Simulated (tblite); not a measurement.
**Run report: C4H3F2O2, geometry relaxation**

The run: geometry relaxation of C4H3F2O2, multiplicity 2. Method and program: GFN2-xTB geometry optimisation, gas phase (tblite 0.8.0).

It belongs to a series of runs on one base structure; here: H added to aryl C.

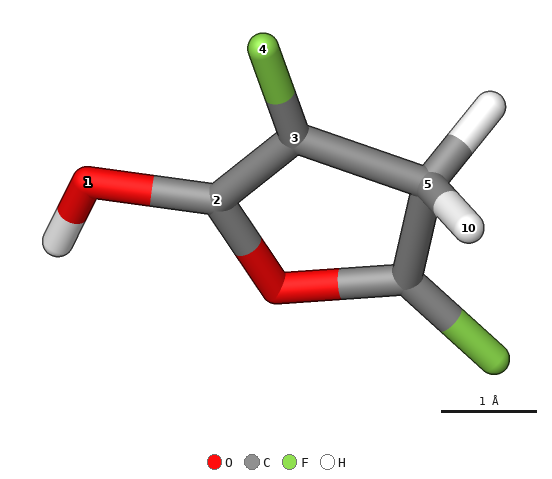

**Figure 1.** The starting structure (stick view, seen at a tilt; atoms are numbered from 1 in the order of the input).

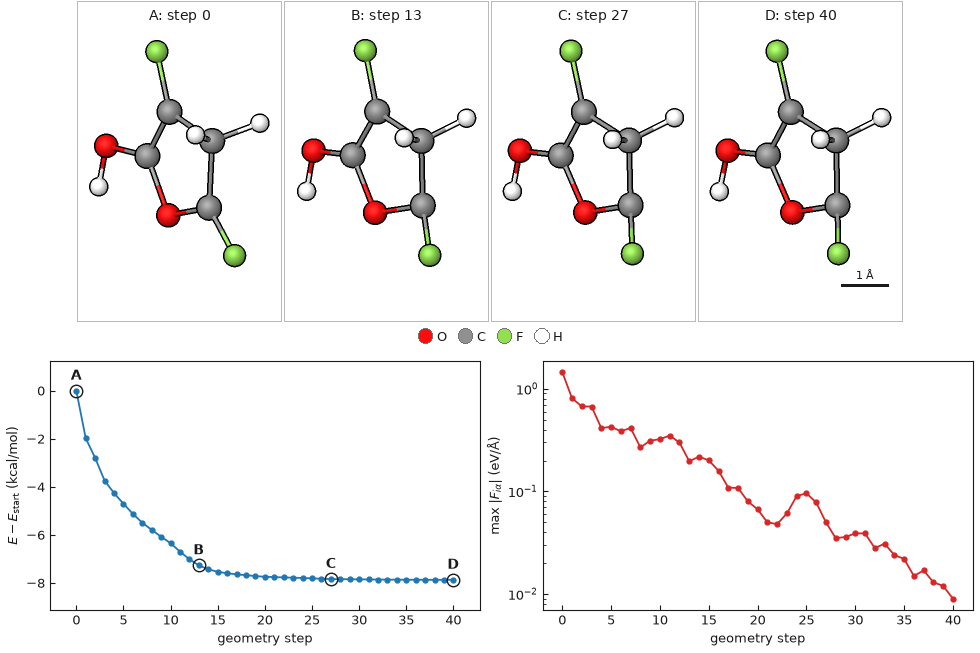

**Figure 2.** Frames of the relaxation (ball-and-stick view, seen at a tilt) above the curves, on which the letters mark them (steps are counted from 0).

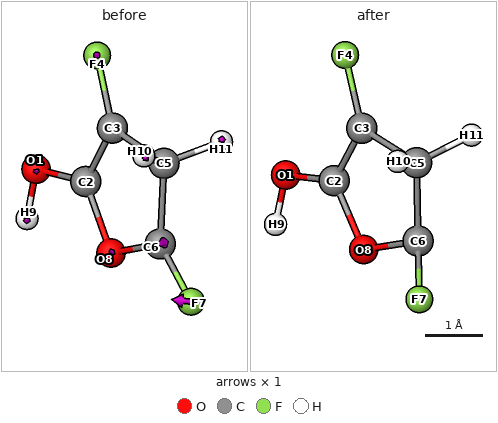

**Figure 3.** Before (left) and after (right) the relaxation, at one scale (ball-and-stick view, seen at a tilt). The pink arrows give the displacements, at true length. The largest move after the best rigid fit is that of F7, 0.37 Å. Largest moves by element: F 0.37 Å, C 0.23 Å, H 0.13 Å, O 0.10 Å. Among the contacts that change: O1–C2 1.377 → 1.332 Å, C2–O8 1.386 → 1.362 Å, C6–O8 1.402 → 1.379 Å, C3–F4 1.325 → 1.339 Å. Among the angles that change: F7–C6–O8 123.2° → 112.0°, C5–C6–F7 125.5° → 118.8°, O1–C2–C3 124.6° → 130.8°. Over 40 geometry steps the energy falls by 7.87 kcal/mol. The largest force component goes from 1.5 to 0.009 eV/Å. (Atoms are counted from 1 in the order of the input.)

The input and output of the run follow.

## Input file
```
{"job": {"kind": "relax", "xc": "GFN2-xTB", "basis": "xTB"}, "charge": 0, "multiplicity": 2}
O      2.421700    -0.029200     0.248500
C      1.060200     0.061600     0.066500
C      0.192500    -0.910900     0.349600
F      0.485100    -2.113200     0.823800
C     -1.190300    -0.432600     0.031000
C     -0.899400     0.946800    -0.477200
F     -1.819700     1.873900    -0.781800
O      0.473600     1.221400    -0.414400
H      2.766700     0.833600    -0.033000
H     -1.828400    -0.405200     0.916900
H     -1.656500    -1.043500    -0.756000
```

The first line tells a small driver script what to run in tblite; the rest is the geometry in Å.

Run as:
```bash
OMP_NUM_THREADS=1 python <driver script> task.json out
```

## The program's output
```
step      E/eV     max force
  0    -750.94056    1.933
  1    -751.02634    0.877
  2    -751.06186    0.713
  3    -751.10273    0.680
  4    -751.12513    0.439
  5    -751.14445    0.448
  6    -751.16271    0.404
  7    -751.17876    0.426
  8    -751.19159    0.319
  9    -751.20400    0.343
 10    -751.21562    0.336
 11    -751.23085    0.442
 12    -751.24463    0.373
 13    -751.25558    0.257
 14    -751.26283    0.230
 15    -751.26725    0.214
 16    -751.26990    0.166
 17    -751.27174    0.118
 18    -751.27342    0.137
 19    -751.27494    0.119
 20    -751.27626    0.093
 21    -751.27679    0.059
 22    -751.27743    0.065
 23    -751.27788    0.064
 24    -751.27842    0.091
 25    -751.27906    0.096
 26    -751.27979    0.085
 27    -751.28030    0.063
 28    -751.28056    0.037
 29    -751.28073    0.045
 30    -751.28090    0.042
 31    -751.28109    0.043
 32    -751.28125    0.033
 33    -751.28137    0.033
 34    -751.28147    0.027
 35    -751.28155    0.028
 36    -751.28162    0.021
 37    -751.28167    0.020
 38    -751.28171    0.016
 39    -751.28174    0.013
 40    -751.28175    0.009
```

## Trajectory as extended XYZ (Å, eV, eV/Å), 20 of the 41 frames kept, from step=0 to step=40
```
11
Properties=species:S:1:pos:R:3:forces:R:3 step=0 energy=-750.94056
O     2.4217   -0.0292    0.2485   -1.4630   1.1080  -0.6080
C     1.0602    0.0616    0.0665    1.4590   0.1710   0.2100
C     0.1925   -0.9109    0.3496   -0.5130   0.7730  -0.3570
F     0.4851   -2.1132    0.8238   -0.0680  -0.3810   0.1340
C    -1.1903   -0.4326    0.0310   -0.2920   0.2320  -0.2850
C    -0.8994    0.9468   -0.4772    0.8670  -0.8080   0.0800
F    -1.8197    1.8739   -0.7818    0.6710  -0.0790   0.2120
O     0.4736    1.2214   -0.4144   -0.3530  -0.4830   0.2280
H     2.7667    0.8336   -0.0330    0.2260  -0.2360   0.1100
H    -1.8284   -0.4052    0.9169   -0.3080  -0.2010   0.0600
H    -1.6565   -1.0435   -0.7560   -0.2250  -0.0950   0.2140
11
Properties=species:S:1:pos:R:3:forces:R:3 step=2 energy=-751.06186
O     2.3914   -0.0003    0.2332    0.1410   0.1090  -0.0530
C     1.0775    0.0638    0.0718   -0.3120   0.3130  -0.0490
C     0.1863   -0.8913    0.3409   -0.2200  -0.4400   0.1220
F     0.4802   -2.1181    0.8251   -0.2230   0.3040  -0.1350
C    -1.2000   -0.4274    0.0248   -0.0760  -0.1370   0.0900
C    -0.8786    0.9249   -0.4778    0.0500  -0.2100  -0.2310
F    -1.7930    1.8687   -0.7733    0.6730  -0.0880   0.2170
O     0.4689    1.2086   -0.4069    0.1490   0.0070   0.1080
H     2.7768    0.8332   -0.0317    0.3010   0.4100  -0.1180
H    -1.8387   -0.4119    0.9178   -0.2200  -0.1300  -0.0400
H    -1.6653   -1.0475   -0.7498   -0.2630  -0.1390   0.0900
11
Properties=species:S:1:pos:R:3:forces:R:3 step=4 energy=-751.12513
O     2.3835    0.0308    0.2180    0.3250  -0.1370   0.0840
C     1.0634    0.0735    0.0766    0.3180   0.0350   0.0820
C     0.1752   -0.8904    0.3378   -0.0730  -0.2900   0.1140
F     0.4632   -2.1090    0.8200   -0.0790  -0.0690   0.0170
C    -1.2127   -0.4348    0.0264    0.0210  -0.2720   0.0980
C    -0.8579    0.8933   -0.4948   -0.1400  -0.0260  -0.4150
F    -1.7325    1.8638   -0.7534    0.0470   0.3850   0.0980
O     0.4723    1.2030   -0.3955   -0.0590   0.2480  -0.0060
H     2.8018    0.8569   -0.0377   -0.0530   0.2520  -0.0920
H    -1.8612   -0.4249    0.9157   -0.1200  -0.0070  -0.0380
H    -1.6897   -1.0596   -0.7390   -0.1860  -0.1190   0.0590
11
Properties=species:S:1:pos:R:3:forces:R:3 step=6 energy=-751.16271
O     2.4017    0.0467    0.2124   -0.0940   0.0390   0.0130
C     1.0674    0.0760    0.0869    0.3600  -0.0130   0.0800
C     0.1715   -0.8962    0.3397    0.2210   0.0830   0.0280
F     0.4480   -2.1129    0.8199    0.0310  -0.2020   0.0810
C    -1.2199   -0.4536    0.0310    0.0210   0.1970  -0.1880
C    -0.8523    0.8696   -0.5350   -0.0980   0.0650  -0.3860
F    -1.6915    1.8873   -0.7326   -0.1330   0.2290   0.1840
O     0.4700    1.2101   -0.3865   -0.0950  -0.3340   0.1200
H     2.8117    0.8849   -0.0464   -0.2550  -0.0440   0.0010
H    -1.8836   -0.4332    0.9120    0.0460   0.0850  -0.0380
H    -1.7176   -1.0760   -0.7273   -0.0050  -0.1040   0.1040
11
Properties=species:S:1:pos:R:3:forces:R:3 step=8 energy=-751.19159
O     2.4173    0.0555    0.2124   -0.2630   0.0940   0.0080
C     1.0821    0.0743    0.0983   -0.1290  -0.1190   0.0340
C     0.1805   -0.8999    0.3443    0.0090   0.0410   0.0010
F     0.4396   -2.1254    0.8239    0.0290   0.0070   0.0090
C    -1.2205   -0.4575    0.0247    0.0660   0.2360  -0.1960
C    -0.8568    0.8602   -0.5863    0.0770   0.0280  -0.1100
F    -1.6739    1.9178   -0.7069   -0.0260  -0.0920   0.2600
O     0.4641    1.1997   -0.3758    0.0200  -0.2690  -0.0100
H     2.8019    0.9033   -0.0531   -0.1770  -0.0420   0.0130
H    -1.8936   -0.4318    0.9057    0.2290   0.1870  -0.1200
H    -1.7355   -1.0936   -0.7133    0.1670  -0.0700   0.1130
11
Properties=species:S:1:pos:R:3:forces:R:3 step=11 energy=-751.23085
O     2.4029    0.0636    0.2213    0.0890  -0.0880   0.1190
C     1.0781    0.0588    0.1090   -0.1890   0.0800  -0.0890
C     0.1800   -0.9082    0.3503   -0.2010  -0.1490  -0.0150
F     0.4375   -2.1354    0.8292   -0.0900   0.0620  -0.0120
C    -1.2081   -0.4407   -0.0017    0.0150  -0.3160   0.1000
C    -0.8533    0.8610   -0.6430    0.0830  -0.0420   0.0750
F    -1.6731    1.9316   -0.6482    0.1380  -0.1900   0.2160
O     0.4650    1.1713   -0.3778    0.1100   0.3500  -0.2470
H     2.7625    0.9138   -0.0573   -0.0480   0.1060  -0.0220
H    -1.8643   -0.3951    0.8832    0.0410   0.2740  -0.0050
H    -1.7216   -1.1178   -0.6911    0.0540  -0.0870  -0.1180
11
Properties=species:S:1:pos:R:3:forces:R:3 step=13 energy=-751.25558
O     2.3890    0.0694    0.2328    0.1220  -0.0250   0.0940
C     1.0636    0.0535    0.1101    0.1810   0.1310  -0.0910
C     0.1687   -0.9168    0.3507    0.1390   0.0420  -0.0390
F     0.4298   -2.1384    0.8324   -0.0860  -0.0260   0.0280
C    -1.2008   -0.4453   -0.0166   -0.0490  -0.1610   0.0470
C    -0.8412    0.8551   -0.6725   -0.0540  -0.0580   0.1080
F    -1.6603    1.9225   -0.5909    0.0310  -0.0740   0.1160
O     0.4731    1.1687   -0.3954    0.0040   0.0750  -0.1660
H     2.7326    0.9246   -0.0603   -0.0420  -0.0110   0.0240
H    -1.8415   -0.3500    0.8678   -0.1510   0.1970   0.0650
H    -1.7075   -1.1407   -0.6841   -0.0950  -0.0900  -0.1860
11
Properties=species:S:1:pos:R:3:forces:R:3 step=15 energy=-751.26725
O     2.3898    0.0726    0.2428    0.0350   0.0660   0.0290
C     1.0647    0.0570    0.1057    0.1500  -0.0390  -0.0350
C     0.1710   -0.9176    0.3482    0.1100   0.0850  -0.0280
F     0.4208   -2.1398    0.8351   -0.0060   0.0200   0.0240
C    -1.2006   -0.4561   -0.0205   -0.0200   0.0630  -0.0300
C    -0.8377    0.8471   -0.6798   -0.0720  -0.0170   0.0700
F    -1.6508    1.9140   -0.5569   -0.0670  -0.0080   0.0660
O     0.4773    1.1704   -0.4128   -0.0330  -0.2010  -0.0640
H     2.7188    0.9302   -0.0603    0.0470  -0.0240   0.0380
H    -1.8406   -0.3191    0.8632   -0.0960   0.0340  -0.0490
H    -1.7073   -1.1560   -0.6905   -0.0470   0.0200  -0.0210
11
Properties=species:S:1:pos:R:3:forces:R:3 step=17 energy=-751.27174
O     2.3955    0.0769    0.2494    0.0070   0.0400   0.0100
C     1.0731    0.0559    0.1018   -0.0420  -0.0850  -0.0310
C     0.1769   -0.9154    0.3463   -0.0840  -0.0440   0.0150
F     0.4162   -2.1388    0.8377    0.0300   0.0460   0.0210
C    -1.2014   -0.4589   -0.0227    0.0120   0.0330  -0.0150
C    -0.8409    0.8418   -0.6816   -0.0390   0.0970   0.0390
F    -1.6504    1.9124   -0.5376   -0.0110  -0.0660   0.0410
O     0.4776    1.1613   -0.4244    0.0080  -0.0870  -0.0780
H     2.7168    0.9337   -0.0587    0.1090   0.0420   0.0190
H    -1.8469   -0.3047    0.8577   -0.0150  -0.0530  -0.0970
H    -1.7111   -1.1615   -0.6938    0.0250   0.0780   0.0750
11
Properties=species:S:1:pos:R:3:forces:R:3 step=19 energy=-751.27494
O     2.3982    0.0812    0.2535   -0.0090  -0.0090  -0.0020
C     1.0766    0.0506    0.0971   -0.0780  -0.0070  -0.0400
C     0.1766   -0.9153    0.3456   -0.0690  -0.0660   0.0350
F     0.4160   -2.1359    0.8407    0.0180  -0.0160   0.0460
C    -1.2014   -0.4574   -0.0242    0.0140  -0.0190   0.0250
C    -0.8440    0.8421   -0.6788    0.0220   0.0350  -0.0420
F    -1.6542    1.9091   -0.5258   -0.0020   0.0050   0.0480
O     0.4784    1.1515   -0.4354    0.0410   0.0800  -0.0780
H     2.7229    0.9365   -0.0561    0.0670   0.0320   0.0160
H    -1.8521   -0.3007    0.8501   -0.0140  -0.0650  -0.0300
H    -1.7117   -1.1590   -0.6927    0.0090   0.0300   0.0220
11
Properties=species:S:1:pos:R:3:forces:R:3 step=21 energy=-751.27679
O     2.3979    0.0859    0.2557   -0.0350  -0.0220  -0.0220
C     1.0754    0.0472    0.0924    0.0050   0.0500  -0.0300
C     0.1738   -0.9175    0.3469    0.0420   0.0180   0.0230
F     0.4154   -2.1358    0.8459    0.0050  -0.0180   0.0470
C    -1.2010   -0.4574   -0.0254    0.0060  -0.0030  -0.0020
C    -0.8436    0.8421   -0.6828   -0.0010   0.0120  -0.0190
F    -1.6530    1.9074   -0.5103    0.0110   0.0230   0.0280
O     0.4811    1.1475   -0.4473   -0.0010   0.0330  -0.0440
H     2.7290    0.9410   -0.0535   -0.0130  -0.0380   0.0320
H    -1.8568   -0.2995    0.8427   -0.0150  -0.0410   0.0250
H    -1.7127   -1.1584   -0.6903   -0.0040  -0.0130  -0.0380
11
Properties=species:S:1:pos:R:3:forces:R:3 step=23 energy=-751.27788
O     2.3961    0.0860    0.2555   -0.0060  -0.0280  -0.0270
C     1.0746    0.0486    0.0866    0.0140   0.0070   0.0050
C     0.1749   -0.9172    0.3491    0.0160   0.0510  -0.0050
F     0.4160   -2.1356    0.8525    0.0060   0.0610   0.0180
C    -1.2004   -0.4578   -0.0255   -0.0060   0.0050  -0.0180
C    -0.8442    0.8434   -0.6838   -0.0260  -0.0190   0.0000
F    -1.6530    1.9076   -0.5007    0.0190   0.0280   0.0180
O     0.4825    1.1480   -0.4584   -0.0320  -0.0400   0.0030
H     2.7330    0.9402   -0.0491   -0.0250  -0.0310   0.0240
H    -1.8611   -0.3029    0.8405    0.0170  -0.0290   0.0110
H    -1.7131   -1.1575   -0.6926    0.0240  -0.0060  -0.0280
11
Properties=species:S:1:pos:R:3:forces:R:3 step=25 energy=-751.27906
O     2.3939    0.0814    0.2523    0.0420  -0.0300  -0.0200
C     1.0741    0.0513    0.0809   -0.0160  -0.0370   0.0230
C     0.1766   -0.9134    0.3515   -0.0660   0.0090  -0.0250
F     0.4182   -2.1301    0.8612    0.0070   0.0960   0.0030
C    -1.2000   -0.4578   -0.0262   -0.0250  -0.0100  -0.0050
C    -0.8475    0.8447   -0.6840   -0.0280  -0.0120   0.0110
F    -1.6529    1.9109   -0.4923    0.0270   0.0090   0.0130
O     0.4814    1.1474   -0.4692   -0.0170  -0.0320   0.0210
H     2.7353    0.9358   -0.0422    0.0030   0.0220   0.0010
H    -1.8633   -0.3115    0.8401    0.0300  -0.0100  -0.0150
H    -1.7104   -1.1560   -0.6981    0.0440  -0.0060  -0.0070
11
Properties=species:S:1:pos:R:3:forces:R:3 step=27 energy=-751.28030
O     2.3927    0.0753    0.2470    0.0320  -0.0080  -0.0240
C     1.0730    0.0523    0.0757   -0.0140  -0.0280   0.0090
C     0.1746   -0.9082    0.3526   -0.0500  -0.0330  -0.0200
F     0.4205   -2.1180    0.8725   -0.0010   0.0230   0.0250
C    -1.2014   -0.4584   -0.0284   -0.0240  -0.0090  -0.0020
C    -0.8524    0.8449   -0.6853    0.0010   0.0230   0.0190
F    -1.6492    1.9153   -0.4785    0.0090  -0.0030   0.0030
O     0.4790    1.1440   -0.4809    0.0140   0.0120   0.0180
H     2.7371    0.9326   -0.0341    0.0140   0.0370  -0.0100
H    -1.8640   -0.3206    0.8383   -0.0050   0.0110  -0.0120
H    -1.7047   -1.1565   -0.7049    0.0230  -0.0260  -0.0070
11
Properties=species:S:1:pos:R:3:forces:R:3 step=29 energy=-751.28073
O     2.3936    0.0743    0.2441   -0.0060   0.0050  -0.0290
C     1.0725    0.0510    0.0748    0.0090   0.0000  -0.0070
C     0.1720   -0.9078    0.3516    0.0200  -0.0130  -0.0040
F     0.4203   -2.1135    0.8775   -0.0100  -0.0250   0.0360
C    -1.2031   -0.4591   -0.0300    0.0020   0.0040  -0.0090
C    -0.8533    0.8451   -0.6859    0.0140   0.0170   0.0180
F    -1.6462    1.9164   -0.4714   -0.0100   0.0090  -0.0010
O     0.4791    1.1423   -0.4838    0.0100   0.0090   0.0160
H     2.7376    0.9342   -0.0322   -0.0070   0.0050  -0.0030
H    -1.8648   -0.3210    0.8364   -0.0240   0.0080  -0.0070
H    -1.7021   -1.1593   -0.7070    0.0030  -0.0190  -0.0100
11
Properties=species:S:1:pos:R:3:forces:R:3 step=32 energy=-751.28125
O     2.3949    0.0728    0.2358   -0.0060  -0.0020  -0.0150
C     1.0727    0.0493    0.0729    0.0070   0.0040  -0.0050
C     0.1717   -0.9093    0.3503    0.0220   0.0140   0.0200
F     0.4187   -2.1108    0.8883   -0.0180  -0.0010   0.0030
C    -1.2043   -0.4596   -0.0322    0.0260  -0.0030   0.0060
C    -0.8531    0.8479   -0.6831    0.0010  -0.0180   0.0040
F    -1.6449    1.9196   -0.4657   -0.0020  -0.0040   0.0030
O     0.4799    1.1423   -0.4835   -0.0110  -0.0050   0.0120
H     2.7376    0.9366   -0.0306   -0.0210  -0.0080  -0.0040
H    -1.8693   -0.3224    0.8328   -0.0040  -0.0060  -0.0270
H    -1.6984   -1.1636   -0.7109    0.0060   0.0280   0.0030
11
Properties=species:S:1:pos:R:3:forces:R:3 step=34 energy=-751.28147
O     2.3951    0.0709    0.2304    0.0160  -0.0090  -0.0040
C     1.0732    0.0491    0.0713   -0.0040  -0.0050   0.0060
C     0.1730   -0.9091    0.3515   -0.0170   0.0050   0.0210
F     0.4173   -2.1094    0.8942   -0.0100   0.0110  -0.0100
C    -1.2030   -0.4599   -0.0326    0.0040  -0.0030   0.0100
C    -0.8534    0.8488   -0.6810   -0.0020  -0.0080  -0.0060
F    -1.6452    1.9211   -0.4638    0.0070  -0.0230   0.0060
O     0.4795    1.1426   -0.4827    0.0000   0.0020   0.0020
H     2.7365    0.9366   -0.0297   -0.0070   0.0110  -0.0110
H    -1.8717   -0.3250    0.8296    0.0010  -0.0050  -0.0130
H    -1.6959   -1.1631   -0.7130    0.0110   0.0240  -0.0020
11
Properties=species:S:1:pos:R:3:forces:R:3 step=36 energy=-751.28162
O     2.3959    0.0699    0.2268    0.0110  -0.0010  -0.0020
C     1.0735    0.0486    0.0708    0.0000  -0.0040   0.0110
C     0.1730   -0.9084    0.3536   -0.0150   0.0020   0.0140
F     0.4152   -2.1082    0.8974    0.0010  -0.0030  -0.0050
C    -1.2019   -0.4602   -0.0327   -0.0140   0.0060   0.0010
C    -0.8532    0.8484   -0.6807    0.0070   0.0070  -0.0070
F    -1.6445    1.9203   -0.4606   -0.0020  -0.0130   0.0040
O     0.4795    1.1423   -0.4824    0.0130   0.0010  -0.0050
H     2.7347    0.9376   -0.0300    0.0010   0.0080  -0.0100
H    -1.8733   -0.3257    0.8263   -0.0080  -0.0020   0.0130
H    -1.6936   -1.1619   -0.7145    0.0070   0.0000  -0.0150
11
Properties=species:S:1:pos:R:3:forces:R:3 step=38 energy=-751.28171
O     2.3970    0.0696    0.2246   -0.0050   0.0060  -0.0010
C     1.0739    0.0478    0.0713    0.0050   0.0010   0.0070
C     0.1722   -0.9078    0.3559    0.0050   0.0050   0.0060
F     0.4137   -2.1078    0.8989    0.0030  -0.0090   0.0000
C    -1.2019   -0.4600   -0.0328   -0.0070   0.0060  -0.0030
C    -0.8524    0.8481   -0.6810    0.0070   0.0040  -0.0010
F    -1.6440    1.9187   -0.4578   -0.0090   0.0080   0.0000
O     0.4804    1.1419   -0.4825    0.0070  -0.0060  -0.0040
H     2.7334    0.9390   -0.0311    0.0000  -0.0050  -0.0060
H    -1.8750   -0.3256    0.8248   -0.0100  -0.0010   0.0130
H    -1.6918   -1.1613   -0.7162    0.0040  -0.0080  -0.0120
11
Properties=species:S:1:pos:R:3:forces:R:3 step=40 energy=-751.28175
O     2.3973    0.0694    0.2235   -0.0050   0.0030   0.0040
C     1.0741    0.0477    0.0718   -0.0010   0.0020   0.0020
C     0.1720   -0.9074    0.3572    0.0030   0.0010   0.0020
F     0.4135   -2.1079    0.8994    0.0010  -0.0020  -0.0010
C    -1.2023   -0.4597   -0.0326    0.0020  -0.0020   0.0020
C    -0.8520    0.8485   -0.6806   -0.0020  -0.0010   0.0040
F    -1.6446    1.9186   -0.4578    0.0010   0.0090   0.0000
O     0.4810    1.1418   -0.4824   -0.0030  -0.0030  -0.0010
H     2.7332    0.9390   -0.0319    0.0010  -0.0050  -0.0060
H    -1.8761   -0.3264    0.8251   -0.0030   0.0000  -0.0030
H    -1.6907   -1.1609   -0.7176    0.0060  -0.0020  -0.0010
```

## Summary

| quantity | value |
| --- | --- |
| outcome | converged |
| total energy | −751.2818 eV |
| hardware | 1 CPU thread, shared host |
| peak memory | 0.17 GiB |
